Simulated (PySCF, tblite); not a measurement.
# C3H9NO2Si2: geometry, infrared bands and NMR shifts

Wanted: the infrared bands and NMR shifts of C3H9NO2Si2 (`C/C(C=O)=N/[SiH2]O[SiH3]`), by calculation.

The runs use tblite 0.8.0 and PySCF 2.14.0, with density-fitted response routines of our own; the level of theory stands in each step. All values are computed, except where a source is named. Atoms count from 0, in the outputs and in this text.

## Step 1: Starting geometry

17 atoms, charge 0, multiplicity 1; geometry from: force field or distance geometry start.

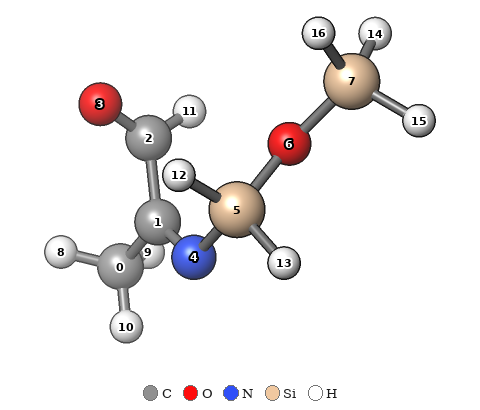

As it starts; carbon grey, oxygen red, nitrogen blue, silicon light orange, hydrogen white, atoms numbered; sticks join atoms by distance.

## Step 2: Optimising the geometry with GFN2-xTB

What the job is given:

```
{"job": {"kind": "relax", "xc": "GFN2-xTB", "basis": "xTB"}, "charge": 0, "multiplicity": 1}
C      2.293500    -1.391900     1.432600
C      1.332100    -0.571300     0.587900
C      0.882400     0.701600     1.257600
O      1.402300     1.776900     0.975200
N      0.965400    -1.019100    -0.557000
Si    -0.120800    -0.122300    -1.575600
O     -1.423700     0.259700    -0.643400
Si    -2.901600     0.956500    -0.866500
H      3.157900    -0.782900     1.700800
H      1.773100    -1.714300     2.350600
H      2.621800    -2.272100     0.880800
H      0.049200     0.571700     1.978900
H      0.548500     1.107000    -2.037800
H     -0.528300    -0.976100    -2.708600
H     -3.586500     1.100200     0.444000
H     -3.730500     0.095200    -1.746800
H     -2.741700     2.293100    -1.482700
```

Started as:

```bash
$ OMP_NUM_THREADS=1 python probes_run.py task.json out
```

The driver reads the jobs from task.json and runs them one after another.

Log:

```text
step      E/eV     max force
  0    -696.70317    2.188
  1    -696.75761    2.884
  2    -696.83039    0.468
  3    -696.85347    0.518
  4    -696.86977    0.631
  5    -696.87866    0.276
  6    -696.89211    0.499
  7    -696.90329    0.539
  8    -696.91330    0.290
  9    -696.91854    0.150
 10    -696.92204    0.174
 11    -696.92462    0.182
 12    -696.92748    0.136
 13    -696.93062    0.135
 14    -696.93384    0.148
 15    -696.93670    0.155
 16    -696.93887    0.106
 17    -696.94056    0.096
 18    -696.94223    0.120
 19    -696.94376    0.134
 20    -696.94495    0.081
 21    -696.94589    0.081
 22    -696.94693    0.102
 23    -696.94837    0.157
 24    -696.95010    0.150
 25    -696.95162    0.093
 26    -696.95269    0.075
 27    -696.95358    0.093
 28    -696.95462    0.108
 29    -696.95584    0.099
 30    -696.95702    0.094
 31    -696.95787    0.066
 32    -696.95840    0.057
 33    -696.95880    0.059
 34    -696.95923    0.051
 35    -696.95983    0.082
 36    -696.96064    0.110
 37    -696.96148    0.092
 38    -696.96217    0.068
 39    -696.96272    0.070
 40    -696.96331    0.079
 41    -696.96393    0.077
 42    -696.96442    0.053
 43    -696.96474    0.043
 44    -696.96503    0.062
 45    -696.96539    0.087
 46    -696.96579    0.081
 47    -696.96611    0.045
 48    -696.96633    0.040
 49    -696.96653    0.043
 50    -696.96678    0.053
 51    -696.96708    0.045
 52    -696.96739    0.049
 53    -696.96770    0.057
 54    -696.96810    0.083
 55    -696.96865    0.090
 56    -696.96929    0.082
 57    -696.96992    0.081
 58    -696.97050    0.058
 59    -696.97105    0.100
 60    -696.97167    0.079
 61    -696.97262    0.080
 62    -696.97393    0.097
 63    -696.97513    0.130
 64    -696.97647    0.127
 65    -696.97755    0.076
 66    -696.97849    0.073
 67    -696.97960    0.090
 68    -696.98052    0.115
 69    -696.98240    0.148
 70    -696.98351    0.081
 71    -696.98491    0.062
 72    -696.98539    0.062
 73    -696.98670    0.066
 74    -696.98723    0.056
 75    -696.98765    0.042
 76    -696.98790    0.035
 77    -696.98814    0.033
 78    -696.98836    0.035
 79    -696.98859    0.045
 80    -696.98885    0.044
 81    -696.98911    0.034
 82    -696.98936    0.033
 83    -696.98960    0.079
 84    -696.98991    0.063
 85    -696.99034    0.044
 86    -696.99073    0.042
 87    -696.99098    0.041
 88    -696.99131    0.043
 89    -696.99171    0.047
 90    -696.99229    0.061
 91    -696.99291    0.061
 92    -696.99342    0.048
 93    -696.99379    0.046
 94    -696.99414    0.047
 95    -696.99464    0.052
 96    -696.99546    0.073
 97    -696.99645    0.079
 98    -696.99727    0.051
 99    -696.99764    0.040
100    -696.99780    0.034
101    -696.99797    0.032
102    -696.99836    0.058
103    -696.99891    0.074
104    -696.99952    0.068
105    -696.99994    0.048
106    -697.00019    0.043
107    -697.00035    0.032
108    -697.00053    0.039
109    -697.00084    0.032
110    -697.00104    0.034
111    -697.00123    0.034
112    -697.00140    0.068
113    -697.00163    0.049
114    -697.00205    0.048
115    -697.00285    0.066
116    -697.00356    0.059
117    -697.00428    0.062
118    -697.00494    0.082
119    -697.00580    0.087
120    -697.00678    0.097
121    -697.00818    0.109
122    -697.00923    0.085
123    -697.01031    0.057
124    -697.01029    0.127
125    -697.01146    0.054
126    -697.01185    0.073
127    -697.01286    0.078
128    -697.01376    0.099
129    -697.01526    0.094
130    -697.01651    0.136
131    -697.01720    0.087
132    -697.01782    0.044
133    -697.01808    0.047
134    -697.01831    0.047
135    -697.01854    0.040
136    -697.01873    0.044
137    -697.01899    0.040
138    -697.01921    0.033
139    -697.01939    0.031
140    -697.01957    0.031
141    -697.01980    0.042
142    -697.02008    0.052
143    -697.02049    0.050
144    -697.02096    0.060
145    -697.02150    0.077
146    -697.02204    0.054
147    -697.02259    0.073
148    -697.02298    0.086
149    -697.02329    0.031
150    -697.02351    0.033
151    -697.02381    0.051
152    -697.02429    0.064
153    -697.02480    0.059
154    -697.02560    0.061
155    -697.02635    0.134
156    -697.02699    0.122
157    -697.02742    0.154
158    -697.02811    0.083
159    -697.02877    0.058
160    -697.02941    0.083
161    -697.02995    0.049
162    -697.03034    0.066
163    -697.03078    0.043
164    -697.03103    0.071
165    -697.03123    0.058
166    -697.03150    0.067
167    -697.03177    0.050
168    -697.03228    0.054
169    -697.03306    0.086
170    -697.03390    0.104
171    -697.03468    0.081
172    -697.03542    0.045
173    -697.03580    0.050
174    -697.03613    0.052
175    -697.03631    0.063
176    -697.03650    0.044
177    -697.03669    0.037
178    -697.03685    0.041
179    -697.03705    0.045
180    -697.03732    0.042
181    -697.03768    0.052
182    -697.03817    0.059
183    -697.03864    0.114
184    -697.03921    0.092
185    -697.03956    0.094
186    -697.03994    0.071
187    -697.04023    0.036
188    -697.04062    0.082
189    -697.04109    0.051
190    -697.04177    0.051
191    -697.04259    0.069
192    -697.04376    0.088
193    -697.03979    0.748
194    -697.04556    0.120
195    -697.04599    0.095
196    -697.04724    0.060
197    -697.04808    0.117
198    -697.04859    0.153
199    -697.04943    0.070
200    -697.04990    0.105
201    -697.05049    0.088
202    -697.05094    0.075
203    -697.05116    0.153
204    -697.05141    0.045
205    -697.05165    0.072
206    -697.05198    0.101
207    -697.05236    0.138
208    -697.05293    0.103
209    -697.05358    0.199
210    -697.05482    0.094
211    -697.05468    0.433
212    -697.05635    0.101
213    -697.05723    0.077
214    -697.04669    1.243
215    -697.05817    0.064
216    -697.05880    0.062
217    -697.05311    1.027
218    -697.05991    0.041
219    -697.06064    0.047
220    -697.05296    0.993
221    -697.06142    0.048
222    -697.06197    0.068
223    -697.05634    1.002
224    -697.06279    0.053
225    -697.06336    0.101
226    -697.05803    0.933
227    -697.06427    0.109
228    -697.06489    0.128
229    -697.06159    0.891
230    -697.06620    0.119
231    -697.06698    0.142
232    -697.06412    0.862
233    -697.06865    0.123
234    -697.06957    0.140
235    -697.06777    0.739
236    -697.07153    0.127
237    -697.07248    0.125
238    -697.07058    0.781
239    -697.07437    0.047
240    -697.07526    0.093
241    -697.07330    0.623
242    -697.07675    0.066
243    -697.07747    0.083
244    -697.07563    0.530
245    -697.07874    0.040
246    -697.07936    0.062
247    -697.07775    0.451
248    -697.08046    0.025
249    -697.08095    0.036
250    -697.08072    0.278
251    -697.08177    0.026
252    -697.08203    0.032
253    -697.08226    0.100
254    -697.08254    0.027
255    -697.08265    0.029
256    -697.08283    0.064
257    -697.08290    0.032
258    -697.08298    0.028
259    -697.08312    0.050
260    -697.08315    0.020
261    -697.08322    0.017
262    -697.08329    0.027
263    -697.08339    0.025
264    -697.08348    0.037
265    -697.08357    0.027
266    -697.08363    0.030
267    -697.08371    0.035
268    -697.08381    0.044
269    -697.08395    0.040
270    -697.08410    0.066
271    -697.08426    0.032
272    -697.08440    0.026
273    -697.08446    0.024
274    -697.08453    0.013
275    -697.08462    0.011
276    -697.08465    0.010
277    -697.08468    0.013
278    -697.08470    0.012
279    -697.08472    0.008
```

Wall time 1.9 s (1 thread of Arm Neoverse V2, shared host).

Step by step: (not every step is listed)

```
step  energy from step 0 (eV)  largest force (eV/Å)
   0                   0.0000                2.1875
   1                  -0.0544                2.8836
   2                  -0.1272                0.4677
   3                  -0.1503                0.5181
   4                  -0.1666                0.6313
   5                  -0.1755                0.2762
   6                  -0.1889                0.4987
   7                  -0.2001                0.5394
   8                  -0.2101                0.2896
  34                  -0.2561                0.0511
  60                  -0.2685                0.0794
  86                  -0.2876                0.0415
 112                  -0.2982                0.0676
 138                  -0.3160                0.0329
 164                  -0.3279                0.0715
 190                  -0.3386                0.0510
 216                  -0.3556                0.0617
 242                  -0.3736                0.0656
 268                  -0.3806                0.0445
 274                  -0.3814                0.0135
 275                  -0.3814                0.0107
 276                  -0.3815                0.0103
 277                  -0.3815                0.0127
 278                  -0.3815                0.0117
 279                  -0.3815                0.0082
```

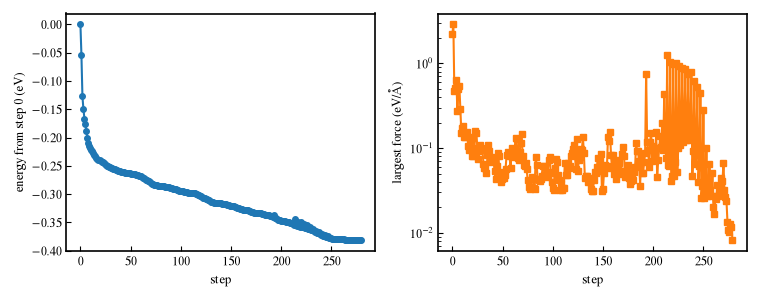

Energy and largest force along the relaxation.

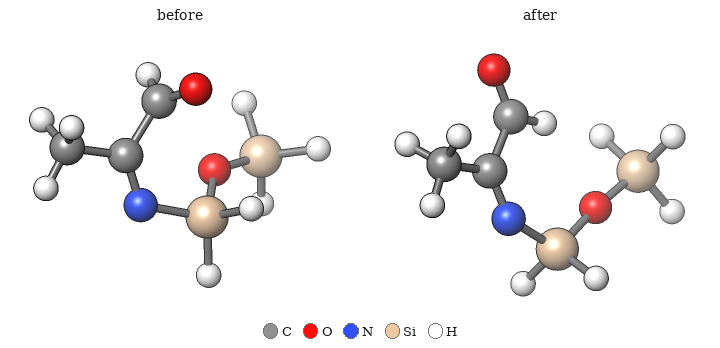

Before and after, at one scale.

Distances of close pairs at the start and the end, largest changes first:

```
   bond  before (Å)  after (Å)  change (Å)
 O6–Si7       1.649      1.618      -0.031
 N4–Si5       1.738      1.711      -0.027
  C0–C1       1.520      1.493      -0.027
  C1–N4       1.283      1.257      -0.026
  C2–O3       1.227      1.202      -0.025
Si7–H15       1.485      1.460      -0.024
Si7–H14       1.486      1.463      -0.023
 Si5–O6       1.647      1.624      -0.023
```

The next job starts from the end point, and lists it.

## Step 3: Harmonic vibrations with GFN2-xTB

What the job is given:

```
{"job": {"kind": "ir", "xc": "GFN2-xTB", "basis": "xTB"}, "charge": 0, "multiplicity": 1}
C      2.579277    -0.997994     1.295048
C      1.311589    -0.517128     0.669048
C      0.466557     0.381245     1.524072
O      0.752261     0.724055     2.639986
N      0.980728    -0.851713    -0.496333
Si    -0.275916    -0.615865    -1.633252
O     -1.512520     0.352465    -1.219058
Si    -2.773999     1.332859    -0.962415
H      3.175460    -0.142746     1.608708
H      2.344041    -1.571673     2.190354
H      3.139299    -1.611430     0.596634
H     -0.463880     0.707139     1.027727
H      0.393754     0.008798    -2.765393
H     -0.829936    -1.948831    -1.825377
H     -3.427234     0.838588     0.249731
H     -3.643445     1.248917    -2.132801
H     -2.223034     2.675344    -0.776588
```

Log:

```text
mode    cm-1     km/mol
  1      19.3      0.06
  2      24.2      5.63
  3      28.7      1.22
  4      41.8      0.47
  5      61.9      7.24
  6      93.6      0.28
  7      98.4      0.96
  8     161.8      7.41
  9     187.6      8.84
 10     248.8     12.68
 11     419.5      0.09
 12     428.8     23.53
 13     525.5      2.37
 14     535.9    129.86
 15     567.9     10.04
 16     602.3     52.53
 17     610.2     86.69
 18     633.9      0.34
 19     706.0     44.87
 20     738.0    270.53
 21     774.9    393.93
 22     777.9    215.73
 23     782.0    532.85
 24     827.2    182.85
 25     859.5      0.06
 26     893.5     56.81
 27    1000.8      5.67
 28    1058.2     10.77
 29    1104.7    713.23
 30    1192.0     28.49
 31    1345.6     18.61
 32    1369.5     39.18
 33    1440.7     10.26
 34    1443.7     19.51
 35    1733.6     52.23
 36    1766.7    396.01
 37    2247.5    358.66
 38    2257.4    302.43
 39    2280.8    145.48
 40    2298.7    384.07
 41    2309.7    137.22
 42    2827.2     77.65
 43    3014.3      3.51
 44    3028.9      2.09
 45    3070.3      9.97
```

It took 0.58 s on 1 thread of Arm Neoverse V2, shared host.

The strongest bands and the atoms that carry them (share of the mass-weighted mode):

```
cm⁻¹  km/mol                                   atoms
 738   270.5                      H12 46 %, H13 45 %
 775   393.9  H14 20 %, H16 15 %, Si5 14 %, H12 12 %
 782   532.9                      H14 34 %, H16 31 %
1105   713.2                       O6 71 %, Si5 10 %
1767   396.0                        C2 47 %, O3 34 %
2248   358.7                      H16 48 %, H14 47 %
2257   302.4            H14 39 %, H16 37 %, H15 20 %
2299   384.1                      H13 51 %, H12 44 %
```

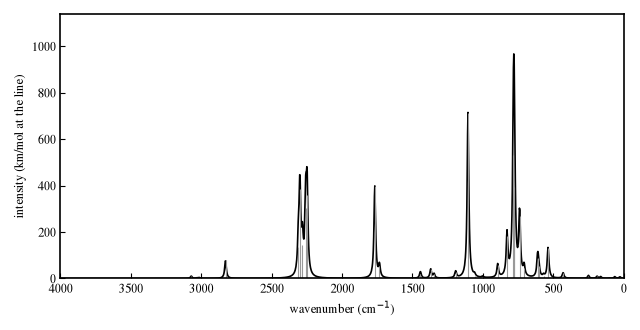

The infrared spectrum from these modes, unscaled. Lines are broadened to a width of 14 cm⁻¹ (Lorentzian).

## Step 4: Shielding tensors: PBE0/pcSseg-1

Same as in step 3 but for these lines:

```diff
@@ -1,2 +1,2 @@
-{"job": {"kind": "ir", "xc": "GFN2-xTB", "basis": "xTB"}, "charge": 0, "multiplicity": 1}
+{"job": {"kind": "nmr", "xc": "PBE0", "basis": "pcSseg-1"}, "charge": 0, "multiplicity": 1}
 C      2.579277    -0.997994     1.295048
```

With the program's defaults for keys left out, this is: GIAO PBE0/pcSseg-1 NMR shielding, non-relativistic, gas phase.

Log:

```text
coarse grid: 15320 points
cycle   1  E = -903.0264677145  dE =  1.089e+00  |g| = 1.084e+00  |ddm| = 3.832e+00
cycle   2  E = -902.4686296554  dE =  5.578e-01  |g| = 2.022e+00  |ddm| = 2.571e+00
cycle   3  E = -903.2370515622  dE = -7.684e-01  |g| = 2.132e-01  |ddm| = 1.946e+00
cycle   4  E = -903.2440614968  dE = -7.010e-03  |g| = 1.176e-01  |ddm| = 2.608e-01
cycle   5  E = -903.2464370759  dE = -2.376e-03  |g| = 3.199e-02  |ddm| = 1.167e-01
cycle   6  E = -903.2466621884  dE = -2.251e-04  |g| = 9.143e-03  |ddm| = 3.271e-02
cycle   7  E = -903.2466778909  dE = -1.570e-05  |g| = 3.749e-03  |ddm| = 8.766e-03
cycle   8  E = -903.2466804890  dE = -2.598e-06  |g| = 7.966e-04  |ddm| = 3.155e-03
final grid: 139232 points
cycle   9  E = -903.3113094207  dE = -1.045e-05  |g| = 1.342e-02  |ddm| = 2.488e-02
cycle  10  E = -903.3112183453  dE =  9.108e-05  |g| = 2.553e-02  |ddm| = 3.009e-02
cycle  11  E = -903.3113429028  dE = -1.246e-04  |g| = 2.684e-03  |ddm| = 2.166e-02
cycle  12  E = -903.3113443739  dE = -1.471e-06  |g| = 4.205e-04  |ddm| = 2.332e-03
cycle  13  E = -903.3113444019  dE = -2.800e-08  |g| = 1.515e-04  |ddm| = 4.007e-04
cycle  14  E = -903.3113444065  dE = -4.537e-09  |g| = 3.357e-05  |ddm| = 1.381e-04
cycle  15  E = -903.3113444066  dE = -1.876e-10  |g| = 1.451e-05  |ddm| = 4.116e-05
converged SCF energy = -903.3113444066

GIAO shielding tensors (ppm)
atom      isotropic    diamagn.    paramagn.     s11        s22        s33       span
  0 C      159.759     248.954     -89.195    144.816    149.172    185.289     40.473
  1 C        5.669     258.187    -252.518    -81.013    -14.187    112.206    193.219
  2 C       -6.843     255.360    -262.203    -94.711     -3.097     77.279    171.990
  3 O     -376.099     397.130    -773.230  -1035.062   -447.106    353.870   1388.932
  4 N     -148.080     334.767    -482.847   -452.276   -181.256    189.292    641.568
  5 Si     405.361     882.787    -477.425    381.856    396.871    437.358     55.502
  6 O      292.441     399.755    -107.314    244.665    276.841    355.818    111.152
  7 Si     396.314     880.247    -483.934    363.434    365.576    459.931     96.497
  8 H       29.139      28.502       0.637     25.949     28.085     33.382      7.432
  9 H       29.226      28.323       0.903     26.183     27.947     33.547      7.365
 10 H       29.664      28.423       1.241     26.033     28.917     34.042      8.009
 11 H       22.117      35.049     -12.931     18.821     21.741     25.789      6.968
 12 H       26.270      30.499      -4.229     22.751     24.984     31.075      8.324
 13 H       26.289      30.458      -4.169     22.795     24.959     31.112      8.318
 14 H       26.543      30.113      -3.571     23.236     25.093     31.299      8.063
 15 H       26.509      27.899      -1.390     23.126     24.969     31.433      8.307
 16 H       26.540      30.071      -3.531     23.266     25.022     31.331      8.066
```

Wall time 37 s (1 thread of Arm Neoverse V2, shared host); peak memory 0.87 GiB.

Shifts follow as δ = σ(reference) − σ, with reference shieldings (ppm) from runs at the same level and on the same kind of geometry: 1H TMS 31.72, 13C TMS 186.9, 29Si TMS 349.2, 15N NH3 267.7, 17O H2O 336.1. The references are single molecules in the gas phase, so shifts against H2O, NH3, PH3, H3PO4 or CFCl3 are not on the usual liquid scales and can be off by tens of ppm. Atoms listed in one row are averaged.

```
        atoms                              environment  σ (ppm)  δ (ppm)  δ scaled to CDCl3
           C2                 aldehyde carbonyl carbon     -6.8    193.8              187.2
           C1                               C=N carbon      5.7    181.3              175.0
           C0                            methyl carbon    159.8     27.2               24.6
          H11  hydrogen on an aldehyde carbonyl carbon    22.12     9.60               9.16
     H12, H13     hydrogen on a silicon bonded to N, O    26.28     5.44                  –
H14, H15, H16        hydrogen on a silicon bonded to O    26.53     5.19                  –
  H8, H9, H10              hydrogen on a methyl carbon    29.34     2.37               2.34
           O3                          aldehyde oxygen   -376.1    712.2                  –
           O6                    oxygen bonded to 2 Si    292.4     43.6                  –
           N4                           imine nitrogen   -148.1    415.8                  –
          Si7                 silicon bonded to O, 3 H    396.3    -47.2                  –
          Si5              silicon bonded to N, O, 2 H    405.4    -56.2                  –
```

The scaled column applies a straight-line fit of computed shieldings to shifts measured in CDCl3 (root-mean-square error 0.16 ppm for H, 1.9 ppm for C).

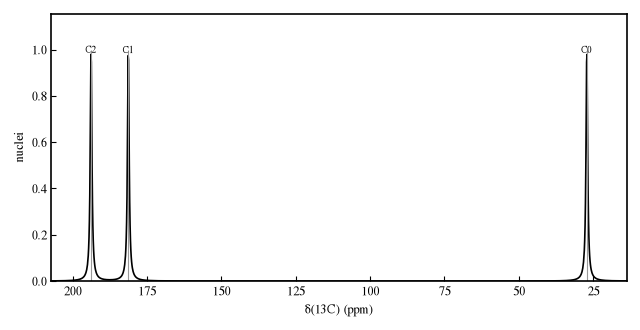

13C lines at the computed shifts, without couplings. Lines are broadened to a width of 0.67 ppm (Lorentzian).

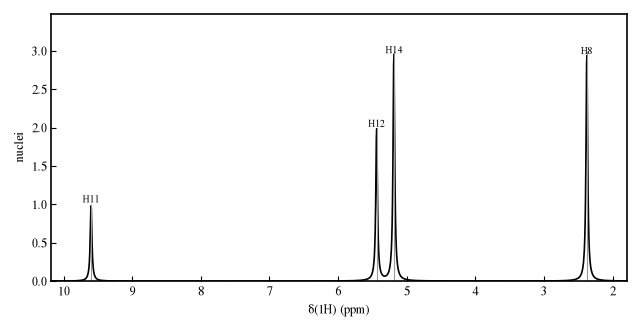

1H lines at the computed shifts, without couplings. Lines are broadened to a width of 0.03 ppm (Lorentzian).

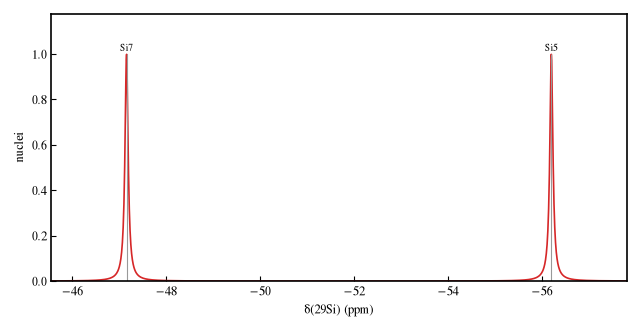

29Si lines at the computed shifts, without couplings. Lines are broadened to a width of 0.08 ppm (Lorentzian).

Charges from the same density, by scheme (e):

```
atoms  Mulliken    IAO  Hirshfeld  ESP fit
   C0     -0.19  -0.45      -0.13    -0.58
   C1     -0.02   0.16       0.10     0.59
   C2      0.27   0.23       0.13     0.34
   O3     -0.33  -0.36      -0.20    -0.42
   N4     -0.56  -0.53      -0.22    -0.64
  Si5      0.90   1.09       0.42     0.57
   O6     -0.72  -0.90      -0.30    -0.40
  Si7      0.71   0.88       0.39     0.57
```

Hirshfeld charges:

C0 -0.13; C1 0.10; C2 0.13; O3 -0.20; N4 -0.22; Si5 0.42; O6 -0.30; Si7 0.39; H8 0.05; H9 0.05; H10 0.05; H11 0.04; H12 -0.08; H13 -0.08; H14 -0.08; H15 -0.08; H16 -0.08

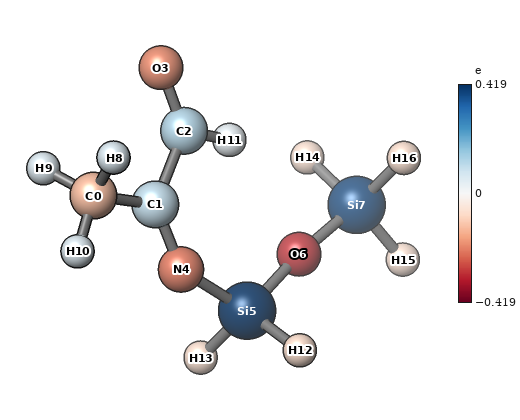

Hirshfeld charges, as colours on the atoms.

Mayer bond orders: C0–C1 1.00, C1–C2 0.93, C2–O3 2.02, C1–N4 1.84, N4–Si5 1.03, Si5–O6 0.93, O6–Si7 0.90.

## Step 5: Results

```
                                                              quantity                       value
                             strongest single infrared mode (GFN2-xTB)       1105 cm⁻¹, 713 km/mol
                                          zero-point energy (GFN2-xTB)               69.2 kcal/mol
                                13C shifts against TMS (PBE0/pcSseg-1)      193.8, 181.3, 27.2 ppm
1H shifts against TMS (PBE0/pcSseg-1, means over atoms taken as alike)  9.60, 5.44, 5.19, 2.37 ppm
                                17O shifts against H2O (PBE0/pcSseg-1)             712.2, 43.6 ppm
                                15N shifts against NH3 (PBE0/pcSseg-1)                   415.8 ppm
                               29Si shifts against TMS (PBE0/pcSseg-1)            -47.2, -56.2 ppm
```

What this shows: Relaxing lowered the energy by 0.382 eV in 279 steps; the close pair that moved most is O6–Si7, from 1.649 to 1.618 Å. No mode is imaginary among the 45: a minimum at this level. The strongest single mode, at 1105 cm⁻¹, moves mainly O6. Unscaled tight-binding wavenumbers are off by several per cent, some by more. Its intensities can rank the bands wrongly. C2 (aldehyde carbonyl carbon) lies farthest downfield among carbon, at 193.8 ppm; the double bond to the heteroatom, with no lone-pair donor beside it, deshields it most. The most deshielded hydrogen is H11 (hydrogen on an aldehyde carbonyl carbon), at 9.60 ppm: deshielded by the polar, anisotropic C=O bond. At PBE0/pcSseg-1: The widest tensor belongs to O3: span 1389 ppm, with a paramagnetic part of -773 ppm.
